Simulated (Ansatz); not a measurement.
**GeHBr3: one molecule under many settings**

How do the results and run time of GeHBr3 respond when the settings are drawn wide?

Method: the settings change from run to run; program: Ansatz 0.2.0, Gaussian basis.

## Step 1: The molecule

The geometry comes from an earlier relaxation with r2SCAN-D4/def2-SVP; it is a stationary point.

5 atoms, charge 0, spin multiplicity 1.

Atoms are counted from 1 here; the program's logs count them from 0.

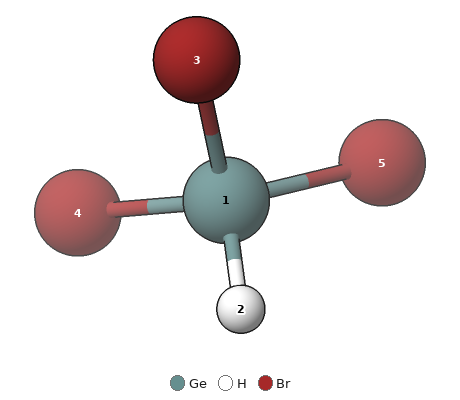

The geometry (germanium teal, hydrogen white, bromine red); atoms are numbered from 1 in the order of the file.

## Step 2: wB97X-V/def2-mTZVP

This run has multiplicity 3, atoms shaken by 0.08 Å, relativity set to none, the search for lower states set to off.

The input, in.yaml:

```yaml
crystal:
  periodic: [false, false, false]
  atoms:
    - {symbol: Ge, position_ang: [-0.024089, 0.102046, 0.186945]}
    - {symbol: H, position_ang: [0.088357, -0.045285, 1.707789]}
    - {symbol: Br, position_ang: [2.173926, -0.068865, -0.573666]}
    - {symbol: Br, position_ang: [-0.961538, 1.852315, -0.569380]}
    - {symbol: Br, position_ang: [-1.166997, -1.823112, -0.635572]}
basis:
  gaussian: {orbitals: def2-mTZVP}
magnetization: {spin_polarized: true, initial_magnetization: 2}
hamiltonian: {xc: {name: wB97X-V}, pseudopotentials: {relativity: none}}
scf: {lower_state_search: off}
```

On the command line:

```console
ansatz run in.yaml --threads 4 --pin off --events-out ev --progress --plain --max-ram 3916MiB
```

The program printed (excerpt; [...] marks lines left out):

```text
Functional definition: wB97X-V
  name "wB97X-V"
  cite "Mardirossian & Head-Gordon, Phys. Chem. Chem. Phys. 16, 9904 (2014) doi:10.1039/C3CP54374A"
  cite "Becke, J. Chem. Phys. 107, 8554 (1997) doi:10.1063/1.475007"
  cite "Vydrov & Van Voorhis, J. Chem. Phys. 133, 244103 (2010) doi:10.1063/1.3521275"
[...]
      + integral(e_c_pw_opposite_spin*poly(b97_u_opposite, cos0, cos1)) + vv10(b, c)
[...]
1332 factors; integrals over basis functions are off by at most 6.0e-4 eV
324 factors; integrals over basis functions are off by at most 4.9e-6 eV
[...]
mean field -266646.78951778 eV, -9799.0887750929 hartree, gradient 1.3e-6 eV, S^2 2.008237; 0 other end points of the search recorded, 0 dependent functions left out
reference -266646.78951642 eV, -9799.0887750431 hartree; 70, 68 occupied and 77, 79 virtual orbitals, 1332 factors
Total energy: -266646.78951642 eV, -9799.0887750431 hartree
Checks for a lower state left out: stability, starts, cluster_reference, orbital_swaps, neighbouring_geometries, increment
```

Run time: 37 s. Hardware: 4 threads of Intel Xeon at 2.50GHz, shared host; peak memory 1 GiB.

⟨S²⟩ 2.008.

## Step 3: LC-wPBE/cc-pVTZ

The input, in.yaml:

```yaml
crystal:
  periodic: [false, false, false]
  atoms:
    - {symbol: Ge, position_ang: [0.000470, -0.001447, 0.159101]}
    - {symbol: H, position_ang: [0.006782, -0.014453, 1.687056]}
    - {symbol: Br, position_ang: [2.157564, 0.010033, -0.623871]}
    - {symbol: Br, position_ang: [-1.086400, 1.873674, -0.594856]}
    - {symbol: Br, position_ang: [-1.078426, -1.867798, -0.627429]}
basis:
  gaussian: {orbitals: cc-pVTZ}
hamiltonian: {xc: {name: LC-wPBE}}
scf: {omitted_lower_state_checks: [starts]}
output: {forces: true}
```

The command is unchanged.

The program printed (excerpt; [...] marks lines left out):

```text
Functional definition: LC-wPBE
  name "LC-wPBE"
  cite "Vydrov & Scuseria, J. Chem. Phys. 125, 234109 (2006) doi:10.1063/1.2409292"
  cite "Heyd & Scuseria, J. Chem. Phys. 120, 7274 (2004) doi:10.1063/1.1668634"
  cite "Ernzerhof & Perdew, J. Chem. Phys. 109, 3313 (1998) doi:10.1063/1.476928"
  cite "Perdew, Burke & Ernzerhof, Phys. Rev. Lett. 77, 3865 (1996) doi:10.1103/PhysRevLett.77.3865"
  parent pbe
[...]
1539 factors; their error is unknown
359 factors; integrals over basis functions are off by at most 9.1e-5 eV
[...]
mean field -266645.36313185 eV, -9799.0363563768 hartree, gradient 3.5e-5 eV, S^2 0.000000; 0 other end points of the search recorded, 0 dependent functions left out
[...]
reference -266645.36313186 eV, -9799.0363563771 hartree; 69, 69 occupied and 117, 117 virtual orbitals, 1539 factors
Total energy: -266645.36313186 eV, -9799.0363563771 hartree
Atom 0 at     0.000470    -0.001447     0.159101 Å, force     0.001493     0.001982    -0.189153 eV/Å
Atom 1 at     0.006782    -0.014453     1.687056 Å, force    -0.001599     0.001606    -0.250401 eV/Å
Atom 2 at     2.157564     0.010033    -0.623871 Å, force    -0.483204    -0.002478     0.148515 eV/Å
Atom 3 at    -1.086400     1.873674    -0.594856 Å, force     0.242353    -0.419080     0.141612 eV/Å
Atom 4 at    -1.078426    -1.867798    -0.627429 Å, force     0.240957     0.417970     0.149427 eV/Å
Dipole moment:     0.000765    -0.002337     0.260077 e Å
Checks for a lower state left out: starts
```

Wall time 10 s (4 threads of Intel Xeon at 2.50GHz, shared host).

Largest force 0.506 eV/Å, dipole 1.25 D.

## Step 4: wB97X/def2-SVP

Set apart from the defaults: charge -1, multiplicity 2.

Changes to in.yaml since step 3:

```diff
@@ -9,4 +9,6 @@
 basis:
-  gaussian: {orbitals: cc-pVTZ}
-hamiltonian: {xc: {name: LC-wPBE}}
+  gaussian: {orbitals: def2-SVP}
+total_charge: -1
+magnetization: {spin_polarized: true, initial_magnetization: 1}
+hamiltonian: {xc: {name: wB97X}}
 scf: {omitted_lower_state_checks: [starts]}
```

Same command.

The program printed (excerpt; [...] marks lines left out):

```text
Functional definition: wB97X
  name "wB97X"
  cite "Chai & Head-Gordon, J. Chem. Phys. 128, 084106 (2008) doi:10.1063/1.2834918"
  cite "Becke, J. Chem. Phys. 107, 8554 (1997) doi:10.1063/1.475007"
[...]
  # The coefficients of nought are those of the uniform gas.
[...]
      + exact_x_lr(omega)
[...]
      + integral(e_c_pw_opposite_spin*poly(b97_u_opposite, 1, cos1, cos2, cos3, cos4))
[...]
1276 factors; integrals over basis functions are off by at most 1.4e-3 eV
241 factors; integrals over basis functions are off by at most 3.3e-6 eV
[...]
mean field -266647.85437641 eV, -9799.1279079258 hartree, gradient 4.4e-5 eV, S^2 0.754987; 0 other end points of the search recorded, 0 dependent functions left out
[...]
reference -266647.85435228 eV, -9799.1279070390 hartree; 70, 69 occupied and 63, 64 virtual orbitals, 1276 factors
Total energy: -266647.85435228 eV, -9799.1279070390 hartree
Atom 0 at     0.000470    -0.001447     0.159101 Å, force     0.003270    -0.002757     0.366002 eV/Å
Atom 1 at     0.006782    -0.014453     1.687056 Å, force     0.005792    -0.012213     1.425270 eV/Å
Atom 2 at     2.157564     0.010033    -0.623871 Å, force     3.181639     0.012395    -0.609075 eV/Å
Atom 3 at    -1.086400     1.873674    -0.594856 Å, force    -1.600855     2.761087    -0.566975 eV/Å
Atom 4 at    -1.078426    -1.867798    -0.627429 Å, force    -1.589846    -2.758512    -0.615223 eV/Å
Dipole moment:     0.000342    -0.000944     0.113732 e Å
Checks for a lower state left out: starts
```

Run time: 23 s. Hardware: 4 threads of Intel Xeon at 2.50GHz, shared host; peak memory 0.9 GiB.

Largest force 3.243 eV/Å, ⟨S²⟩ 0.755.

## Step 5: The runs in one table

| level | charge | multiplicity | geometry | functions | energy (eV) | time |
| --- | --- | --- | --- | --- | --- | --- |
| wB97X-V/def2-mTZVP | 0 | 3 | shaken | 147 | -266646.790 | 37 s |
| LC-wPBE/cc-pVTZ | 0 | 1 | relaxed | 186 | -266645.363 | 10 s |
| wB97X/def2-SVP | -1 | 2 | relaxed | 133 | -266647.854 | 23 s |

## Step 6: Outcome

| quantity | value |
| --- | --- |
| runs | 3 |
| quickest | LC-wPBE/cc-pVTZ, 10 s |
| slowest | wB97X-V/def2-mTZVP, 37 s |

The runs differ in state or geometry as well as level, so their energies can't be set against each other. wB97X-V/def2-mTZVP took 4 times as long as LC-wPBE/cc-pVTZ. The jobs differ in tasks and options as well as level. At the r2SCAN-D4/def2-SVP geometry and in the same state, runs without warnings or point charges leave forces up to 0.51 eV/Å (LC-wPBE/cc-pVTZ).
